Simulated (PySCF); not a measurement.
# C₅H₅FO: electronic excitations and core binding energies

Wanted: the electronic excitations and core binding energies of C₅H₅FO (`C=CC(=C)C(=O)F`), by calculation.

The runs use PySCF 2.14.0, with density-fitted response routines of our own; the level of theory stands in each step. All values are computed, except where a source is named. Atoms count from 0, in the outputs and in this text.

## Step 1: Starting geometry

12 atoms, charge 0, multiplicity 1; geometry from: GFN2-xTB.

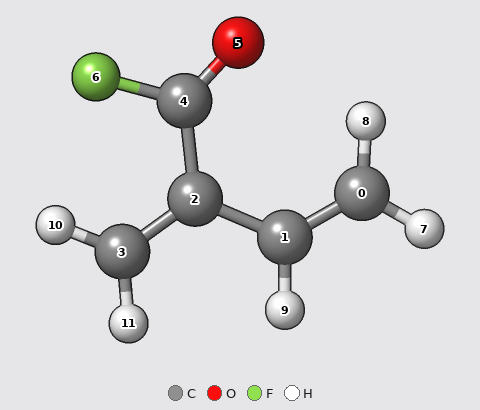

As it starts; carbon grey, oxygen red, fluorine green, hydrogen white, atoms numbered; sticks join atoms by distance.

## Step 2: TDDFT and polarisability: wB97X-D/def2-SVPD

What the job is given:

```
{"job": {"kind": "uv", "xc": "wB97X-D", "basis": "def2-SVPD", "nstates": 8, "ntriplets": 3}, "charge": 0, "multiplicity": 1}
C      1.981871     0.228898     0.056639
C      0.920077    -0.552913    -0.095906
C     -0.483451    -0.152279    -0.034108
C     -1.464048    -1.051942    -0.208340
C     -0.826269     1.256753     0.222295
O     -0.137285     2.201460     0.402311
F     -2.184580     1.447585     0.245169
H      2.976068    -0.179424    -0.010031
H      1.904008     1.283623     0.249606
H      1.057522    -1.609935    -0.288724
H     -2.505746    -0.784689    -0.167973
H     -1.236969    -2.087822    -0.396963
```

With the program's defaults for keys left out, this is: TDDFT wB97X-D/def2-SVPD, vertical, gas phase, core orbitals frozen in the response.

The run is started by

```console
> OMP_NUM_THREADS=1 python probes_run.py task.json out
```

This one command runs all jobs of the session in turn.

What it wrote:

```text
coarse grid: 10704 points
cycle   1  E = -367.9632398432  dE =  1.240e+00  |g| = 9.175e-01  |ddm| = 5.586e+00
cycle   2  E = -367.7964795061  dE =  1.668e-01  |g| = 1.380e+00  |ddm| = 2.794e+00
cycle   3  E = -368.1330163841  dE = -3.365e-01  |g| = 1.287e-01  |ddm| = 1.737e+00
cycle   4  E = -368.1354391197  dE = -2.423e-03  |g| = 6.716e-02  |ddm| = 2.019e-01
cycle   5  E = -368.1362054466  dE = -7.663e-04  |g| = 1.160e-02  |ddm| = 9.515e-02
cycle   6  E = -368.1362412090  dE = -3.576e-05  |g| = 4.336e-03  |ddm| = 3.350e-02
cycle   7  E = -368.1362470171  dE = -5.808e-06  |g| = 1.347e-03  |ddm| = 1.385e-02
final grid: 105712 points
cycle   8  E = -368.1960051087  dE = -8.416e-05  |g| = 7.045e-03  |ddm| = 1.822e-01
cycle   9  E = -368.1960004146  dE =  4.694e-06  |g| = 9.270e-03  |ddm| = 2.778e-02
cycle  10  E = -368.1960147067  dE = -1.429e-05  |g| = 7.717e-04  |ddm| = 8.613e-03
cycle  11  E = -368.1960147968  dE = -9.017e-08  |g| = 5.438e-04  |ddm| = 2.874e-03
cycle  12  E = -368.1960148587  dE = -6.181e-08  |g| = 1.141e-04  |ddm| = 1.069e-03
cycle  13  E = -368.1960148618  dE = -3.099e-09  |g| = 2.391e-05  |ddm| = 3.222e-04
cycle  14  E = -368.1960148620  dE = -2.410e-10  |g| = 9.649e-06  |ddm| = 1.126e-04
converged SCF energy = -368.1960148620

Static polarisability (au): isotropic 66.231, principal 40.846 62.815 95.033

Singlet excitations
state   eV       nm        f      main configurations
  1   5.0325    246.4   0.21628   H->L 0.94
  2   5.2144    237.8   0.00000   H-1->L 0.87, H-1->L+1 0.08
  3   6.6835    185.5   0.32949   H->L+1 0.93
  4   7.0476    175.9   0.00012   H-3->L 0.51, H-1->L+1 0.34
  5   7.1696    172.9   0.24477   H-2->L 0.94
  6   7.4544    166.3   0.00404   H->L+2 0.80, H->L+3 0.09
  7   7.7047    160.9   0.00041   H-1->L+1 0.44, H-3->L 0.27, H-5->L 0.17
  8   7.8833    157.3   0.00175   H-5->L 0.75

Triplet excitations (Tamm-Dancoff, eV): 3.0554 4.6519 4.7845
```

It took 30 s on 1 thread of Arm Neoverse V1, shared host; peak memory 0.75 GiB.

Frontier orbitals and where they lie:

| orbital | eV | atoms |
| --- | --- | --- |
| HOMO−3 | -12.66 | C0 20 %, C1 19 %, O5 13 % |
| HOMO−2 | -11.89 | C2 24 %, C1 19 %, O5 18 % |
| HOMO−1 | -10.98 | O5 56 %, F6 11 %, C4 8 % |
| HOMO | -9.34 | C0 28 %, C1 24 %, C3 19 % |
| LUMO | -0.52 | C3 31 %, C2 17 %, C4 14 % |
| LUMO+1 | 1.46 | C0 26 %, C1 24 %, C4 15 % |
| LUMO+2 | 2.28 | C3 29 %, H11 12 %, C1 12 % |

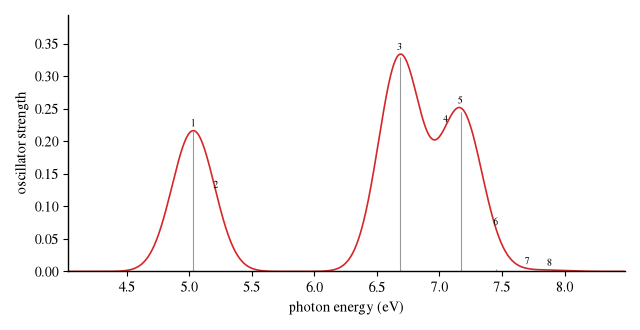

Absorption spectrum from the 8 singlet states computed; above the last one it falls off for lack of states. Lines are broadened to a width of 0.40 eV (Gaussian).

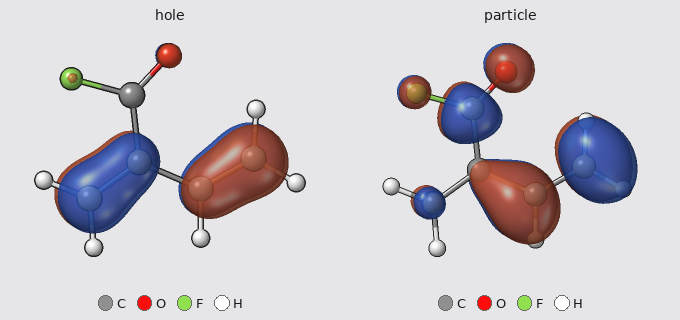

Leading natural transition orbitals of singlet state 3: the electron leaves the hole (left) for the particle orbital (right).

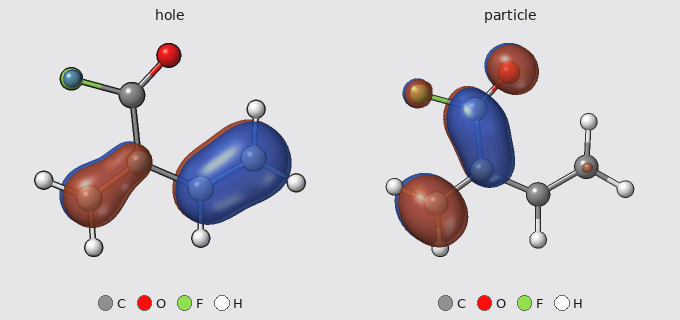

Leading natural transition orbitals of singlet state 1: the electron leaves the hole (left) for the particle orbital (right).

Further results of this job:

| property | computed |
| --- | --- |
| dipole moment (D) | 3.29 |
| polarisability (Å³) | 9.81 |
| HOMO–LUMO gap (eV) | 8.82 |
| −ε(HOMO) (eV) | 9.33 |

Orbitals, density, ELF and potential are computed afterwards from the orbital file.

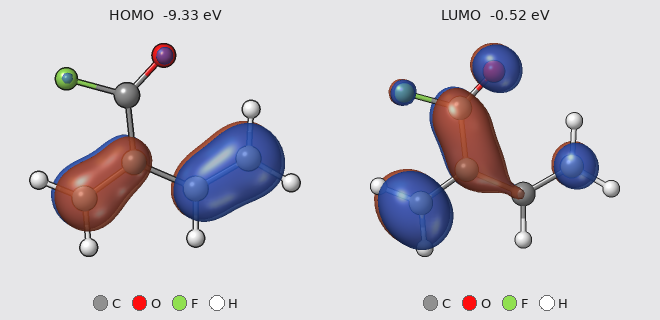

Frontier orbitals at wB97X-D/def2-SVPD; each surface holds 70 % of the orbital's density, blue and red mark the sign.

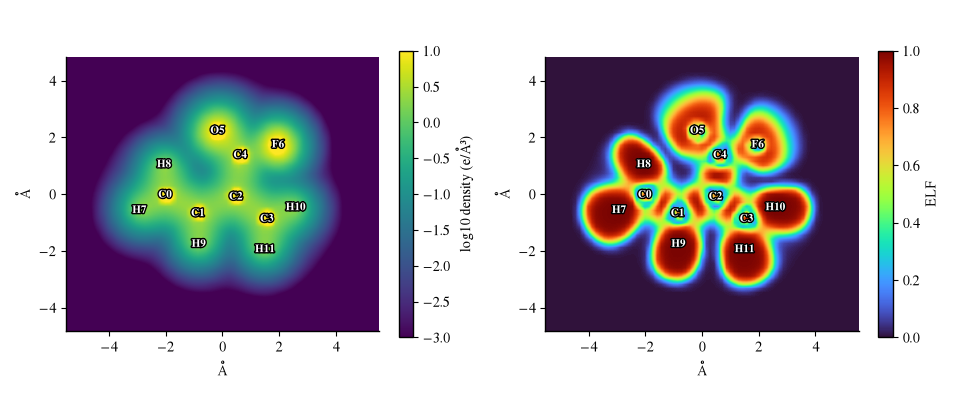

Density (left) and ELF (right) in a plane through or near 12 of the atoms.

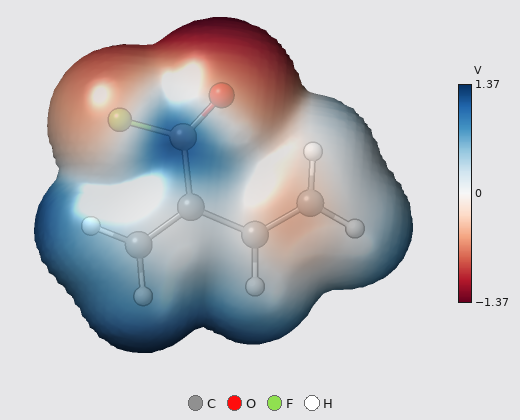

The potential that a unit positive charge feels on the 0.002 e/bohr³ surface, from the 1st to the 99th percentile, from -1.33 V near O5 to 1.37 V near H11.

## Step 3: Core holes by ΔSCF: SCAN, X2C

Same as in step 2 but for these lines:

```diff
@@ -1,2 +1,2 @@
-{"job": {"kind": "uv", "xc": "wB97X-D", "basis": "def2-SVPD", "nstates": 8, "ntriplets": 3}, "charge": 0, "multiplicity": 1}
+{"job": {"kind": "xps"}, "charge": 0, "multiplicity": 1}
 C      1.981871     0.228898     0.056639
```

With the program's defaults for keys left out, this is: delta-SCF UKS SCAN, pcX-2 on the ionised atom, pcseg-1 elsewhere, spin-free X2C.

What it wrote:

```text
ground state, core basis on atom 0 (C), 154 functions
  cycle   1  E = -368.44025328  |g| = 8.47e-01
  cycle   2  E = -367.84737922  |g| = 1.90e+00
  cycle   3  E = -368.54793205  |g| = 4.12e-01
  cycle   4  E = -368.58251007  |g| = 1.18e-01
  cycle   5  E = -368.58439383  |g| = 6.26e-02
  cycle   6  E = -368.58531538  |g| = 2.12e-02
  cycle   7  E = -368.58543701  |g| = 7.35e-03
  cycle   8  E = -368.58544951  |g| = 2.28e-03
  cycle   9  E = -368.58545079  |g| = 7.23e-04
  cycle  10  E = -368.58545142  |g| = 3.75e-04
  E(ground) = -368.59322219 Eh
hole in C 1s of atom 0
  cycle   1  E = -357.33243542  |g| = 1.51e+00
  cycle   2  E = -356.31622557  |g| = 1.94e+00
  cycle   3  E = -357.74711667  |g| = 5.49e-01
  cycle   4  E = -357.80978894  |g| = 4.25e-01
  cycle   5  E = -357.90107720  |g| = 2.00e-01
  cycle   6  E = -357.91524249  |g| = 7.33e-02
  cycle   7  E = -357.91718032  |g| = 2.97e-02
  cycle   8  E = -357.91763527  |g| = 8.54e-03
  cycle   9  E = -357.91768038  |g| = 4.47e-03
  cycle  10  E = -357.91769563  |g| = 2.63e-03
  cycle  11  E = -357.91770359  |g| = 1.42e-03
  cycle  12  E = -357.91770646  |g| = 4.51e-04
  E(ion) = -357.92515788 Eh   <S^2> = 0.7921   hole on atom = 1.000   binding energy = 290.293 eV
ground state, core basis on atom 1 (C), 154 functions
  cycle   1  E = -368.58555948  |g| = 6.34e-02
  cycle   2  E = -368.58460425  |g| = 6.62e-02
  cycle   3  E = -368.58529265  |g| = 4.22e-02
  cycle   4  E = -368.58575535  |g| = 1.67e-02
  cycle   5  E = -368.58582754  |g| = 3.21e-03
  cycle   6  E = -368.58582918  |g| = 7.21e-04
  cycle   7  E = -368.58582898  |g| = 3.35e-04
  E(ground) = -368.59398714 Eh
hole in C 1s of atom 1
  cycle   1  E = -357.31488882  |g| = 1.51e+00
  cycle   2  E = -354.84620733  |g| = 2.32e+00
  cycle   3  E = -357.35783526  |g| = 1.03e+00
  cycle   4  E = -357.81231786  |g| = 4.07e-01
  cycle   5  E = -357.82691837  |g| = 3.58e-01
  cycle   6  E = -357.87879900  |g| = 1.29e-01
  cycle   7  E = -357.88643792  |g| = 2.97e-02
  cycle   8  E = -357.88690710  |g| = 1.22e-02
  cycle   9  E = -357.88701228  |g| = 8.31e-03
  cycle  10  E = -357.88708177  |g| = 4.61e-03
  cycle  11  E = -357.88714006  |g| = 3.24e-03
  cycle  12  E = -357.88719244  |g| = 2.00e-03
  cycle  13  E = -357.88722181  |g| = 1.08e-03
  cycle  14  E = -357.88722614  |g| = 8.74e-04
  cycle  15  E = -357.88722695  |g| = 4.60e-04
  E(ion) = -357.89488307 Eh   <S^2> = 0.8239   hole on atom = 1.000   binding energy = 291.137 eV
ground state, core basis on atom 2 (C), 154 functions
  cycle   1  E = -368.58640439  |g| = 6.03e-02
  cycle   2  E = -368.58602714  |g| = 4.36e-02
  cycle   3  E = -368.58586788  |g| = 4.80e-02
  cycle   4  E = -368.58649719  |g| = 1.41e-02
  cycle   5  E = -368.58654743  |g| = 3.15e-03
  cycle   6  E = -368.58655254  |g| = 4.87e-04
  E(ground) = -368.59497298 Eh
hole in C 1s of atom 2
  cycle   1  E = -357.28588104  |g| = 1.52e+00
  cycle   2  E = -356.02196184  |g| = 2.22e+00
  cycle   3  E = -357.67316272  |g| = 6.63e-01
  cycle   4  E = -357.73884361  |g| = 5.42e-01
  cycle   5  E = -357.83987045  |g| = 2.13e-01
  cycle   6  E = -357.85742289  |g| = 7.35e-02
  cycle   7  E = -357.85975134  |g| = 2.43e-02
  cycle   8  E = -357.86002158  |g| = 1.86e-02
  cycle   9  E = -357.86030556  |g| = 7.08e-03
  cycle  10  E = -357.86043074  |g| = 5.69e-03
  cycle  11  E = -357.86057790  |g| = 4.85e-03
  cycle  12  E = -357.86071623  |g| = 4.65e-03
  cycle  13  E = -357.86078341  |g| = 2.79e-03
  cycle  14  E = -357.86081303  |g| = 1.68e-03
  cycle  15  E = -357.86081878  |g| = 5.91e-04
  cycle  16  E = -357.86081906  |g| = 6.33e-04
  cycle  17  E = -357.86081864  |g| = 3.43e-04
  E(ion) = -357.86864287 Eh   <S^2> = 0.8885   hole on atom = 1.000   binding energy = 291.878 eV
ground state, core basis on atom 3 (C), 154 functions
  cycle   1  E = -368.58445197  |g| = 6.04e-02
  cycle   2  E = -368.58374800  |g| = 5.65e-02
  cycle   3  E = -368.58395993  |g| = 4.75e-02
  cycle   4  E = -368.58459353  |g| = 1.28e-02
  cycle   5  E = -368.58462929  |g| = 3.28e-03
  cycle   6  E = -368.58463232  |g| = 6.08e-04
  cycle   7  E = -368.58463228  |g| = 3.07e-04
  E(ground) = -368.59309269 Eh
hole in C 1s of atom 3
  cycle   1  E = -357.30109960  |g| = 1.51e+00
  cycle   2  E = -356.07823839  |g| = 2.05e+00
  cycle   3  E = -357.66894785  |g| = 6.41e-01
  cycle   4  E = -357.74092307  |g| = 5.53e-01
  cycle   5  E = -357.87775474  |g| = 2.24e-01
  cycle   6  E = -357.89422435  |g| = 9.07e-02
  cycle   7  E = -357.89803517  |g| = 3.64e-02
  cycle   8  E = -357.89876381  |g| = 8.37e-03
  cycle   9  E = -357.89882501  |g| = 4.58e-03
  cycle  10  E = -357.89884800  |g| = 3.11e-03
  cycle  11  E = -357.89886339  |g| = 2.13e-03
  cycle  12  E = -357.89887074  |g| = 8.07e-04
  cycle  13  E = -357.89887168  |g| = 7.31e-04
  cycle  14  E = -357.89887212  |g| = 2.86e-04
  E(ion) = -357.90655884 Eh   <S^2> = 0.8103   hole on atom = 1.000   binding energy = 290.795 eV
ground state, core basis on atom 4 (C), 154 functions
  cycle   1  E = -368.59190270  |g| = 5.93e-02
  cycle   2  E = -368.59174774  |g| = 3.19e-02
  cycle   3  E = -368.59149693  |g| = 4.31e-02
  cycle   4  E = -368.59197559  |g| = 1.16e-02
  cycle   5  E = -368.59200859  |g| = 2.71e-03
  cycle   6  E = -368.59200960  |g| = 6.34e-04
  cycle   7  E = -368.59200915  |g| = 2.87e-04
  E(ground) = -368.60043393 Eh
hole in C 1s of atom 4
  cycle   1  E = -357.17822555  |g| = 1.50e+00
  cycle   2  E = -353.60570810  |g| = 2.98e+00
  cycle   3  E = -357.42659722  |g| = 7.29e-01
  cycle   4  E = -356.87421246  |g| = 1.02e+00
  cycle   5  E = -357.59387190  |g| = 5.12e-01
  cycle   6  E = -357.69966987  |g| = 2.19e-01
  cycle   7  E = -357.71685699  |g| = 1.45e-01
  cycle   8  E = -357.71533887  |g| = 1.46e-01
  cycle   9  E = -357.72970290  |g| = 2.44e-02
  cycle  10  E = -357.72976933  |g| = 2.87e-02
  cycle  11  E = -357.73003574  |g| = 2.49e-02
  cycle  12  E = -357.73047470  |g| = 1.20e-02
  cycle  13  E = -357.73065489  |g| = 5.83e-03
  cycle  14  E = -357.73069774  |g| = 3.66e-03
  cycle  15  E = -357.73073300  |g| = 2.55e-03
  cycle  16  E = -357.73076752  |g| = 1.69e-03
  cycle  17  E = -357.73077589  |g| = 1.00e-03
  cycle  18  E = -357.73077670  |g| = 1.12e-03
  cycle  19  E = -357.73077863  |g| = 8.92e-04
  cycle  20  E = -357.73078014  |g| = 4.11e-04
  E(ion) = -357.73914326 Eh   <S^2> = 1.0249   hole on atom = 1.000   binding energy = 295.551 eV
ground state, core basis on atom 5 (O), 154 functions
  cycle   1  E = -368.61197088  |g| = 9.91e-02
  cycle   2  E = -368.61013558  |g| = 1.07e-01
  cycle   3  E = -368.61090655  |g| = 8.43e-02
  cycle   4  E = -368.61223458  |g| = 1.21e-02
  cycle   5  E = -368.61227383  |g| = 2.89e-03
  cycle   6  E = -368.61227687  |g| = 6.05e-04
  cycle   7  E = -368.61227684  |g| = 2.36e-04
  E(ground) = -368.61754592 Eh
hole in O 1s of atom 5
  cycle   1  E = -347.98690821  |g| = 2.22e+00
  cycle   2  E = -346.93070526  |g| = 2.37e+00
  cycle   3  E = -348.51173619  |g| = 7.46e-01
  cycle   4  E = -348.59469682  |g| = 6.12e-01
  cycle   5  E = -348.78128907  |g| = 2.22e-01
  cycle   6  E = -348.80529708  |g| = 1.38e-01
  cycle   7  E = -348.81571861  |g| = 3.11e-02
  cycle   8  E = -348.81610130  |g| = 1.58e-02
  cycle   9  E = -348.81623660  |g| = 5.30e-03
  cycle  10  E = -348.81625792  |g| = 1.92e-03
  cycle  11  E = -348.81626705  |g| = 1.76e-03
  cycle  12  E = -348.81627299  |g| = 1.34e-03
  cycle  13  E = -348.81628429  |g| = 1.15e-03
  cycle  14  E = -348.81629613  |g| = 8.81e-04
  cycle  15  E = -348.81630035  |g| = 6.98e-04
  cycle  16  E = -348.81630390  |g| = 5.73e-04
  cycle  17  E = -348.81630809  |g| = 5.67e-04
  cycle  18  E = -348.81631125  |g| = 4.88e-04
  E(ion) = -348.82391576 Eh   <S^2> = 0.7940   hole on atom = 1.000   binding energy = 538.612 eV
ground state, core basis on atom 6 (F), 154 functions
  cycle   1  E = -368.62619553  |g| = 1.48e-01
  cycle   2  E = -368.61592836  |g| = 2.52e-01
  cycle   3  E = -368.62685606  |g| = 7.09e-02
  cycle   4  E = -368.62766811  |g| = 2.53e-02
  cycle   5  E = -368.62787518  |g| = 1.63e-03
  cycle   6  E = -368.62787505  |g| = 8.19e-04
  cycle   7  E = -368.62787558  |g| = 3.79e-04
  E(ground) = -368.63795411 Eh
hole in F 1s of atom 6
  cycle   1  E = -342.25360331  |g| = 2.59e+00
  cycle   2  E = -341.68489533  |g| = 2.42e+00
  cycle   3  E = -342.75384703  |g| = 9.64e-01
  cycle   4  E = -342.91760429  |g| = 7.83e-01
  cycle   5  E = -343.10543415  |g| = 2.77e-01
  cycle   6  E = -343.14141301  |g| = 1.48e-01
  cycle   7  E = -343.15357304  |g| = 6.13e-02
  cycle   8  E = -343.15571652  |g| = 8.12e-03
  cycle   9  E = -343.15574657  |g| = 5.24e-03
  cycle  10  E = -343.15575859  |g| = 2.68e-03
  cycle  11  E = -343.15576337  |g| = 7.15e-04
  cycle  12  E = -343.15576350  |g| = 3.04e-04
  E(ion) = -343.17292003 Eh   <S^2> = 0.7583   hole on atom = 1.000   binding energy = 692.939 eV
```

Wall time 73 s (1 thread of Arm Neoverse V1, shared host); peak memory 0.6 GiB.

The holes in one table. −ε is the ground-state orbital energy:

| hole | stands for | environment | ΔSCF (eV) | −ε (eV) | ⟨S²⟩ |
| --- | --- | --- | --- | --- | --- |
| C1s on C0 | C0 | terminal =CH2 carbon | 290.29 | 273.8 | 0.792 |
| C1s on C1 | C1 | alkene CH | 291.14 | 274.3 | 0.824 |
| C1s on C2 | C2 | α carbon of a C=C–C=O unit | 291.88 (doubtful) | 275.2 | 0.888 |
| C1s on C3 | C3 | β carbon of a C=C–C=O unit | 290.80 | 274.7 | 0.810 |
| C1s on C4 | C4 | carbonyl carbon | 295.55 (doubtful) | 278.2 | 1.025 |
| O1s on O5 | O5 | carbonyl oxygen | 538.61 | 517.2 | 0.794 |
| F1s on F6 | F6 | fluorine bonded to C | 692.94 | 667.3 | 0.758 |

Doubtful: the ion did not converge, its hole moved, or its ⟨S²⟩ is well above 0.75.

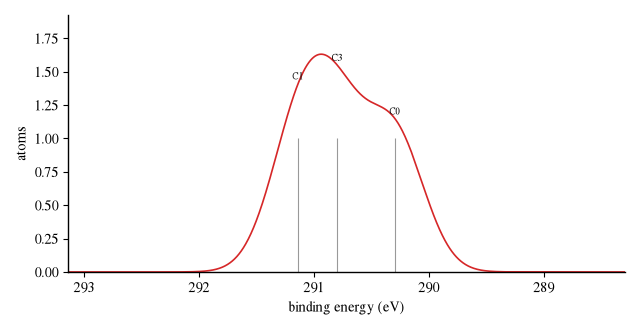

The C1s photoelectron lines, weighted by the number of atoms. Only 3 of the 5 C atoms are covered by sound results. Lines are broadened to a width of 0.60 eV (Gaussian).

## Step 4: Outcome

| quantity | value |
| --- | --- |
| lowest singlet (wB97X-D/def2-SVPD) | 5.03 eV (246 nm), f = 0.216 |
| brightest single state of those computed | state 3, 6.68 eV, f = 0.329 |
| lowest triplet | 3.06 eV |
| surface potential, 1st and 99th percentile | -1.33 V and 1.37 V |
| C1s binding energies, SCAN/pcX-2 (standing for 3 of 5 atoms) | C1 291.14, C3 290.80, C0 290.29 eV |
| O1s binding energies, SCAN/pcX-2 | O5 538.61 eV |
| F1s binding energies, SCAN/pcX-2 | F6 692.94 eV |

What this shows: The first singlet state (HOMO→LUMO 0.94) lies at 5.03 eV and is bright; of the 8 states computed, the strongest absorption comes from state 3 at 6.68 eV. The lowest triplet lies 1.98 eV below the lowest singlet (triplets in Tamm-Dancoff, singlets in full TDDFT). At wB97X-D/def2-SVPD, counted by nearest atom on the grid, the HOMO lies on C0 29 %; C1, C3 about 21 % each, the LUMO on C3 27 %; C2, C4 about 16 % each. C1 (alkene CH) binds its C1s electron 0.84 eV more tightly than C0 (terminal =CH2 carbon). Only 3 of the 5 C atoms are covered by sound results.
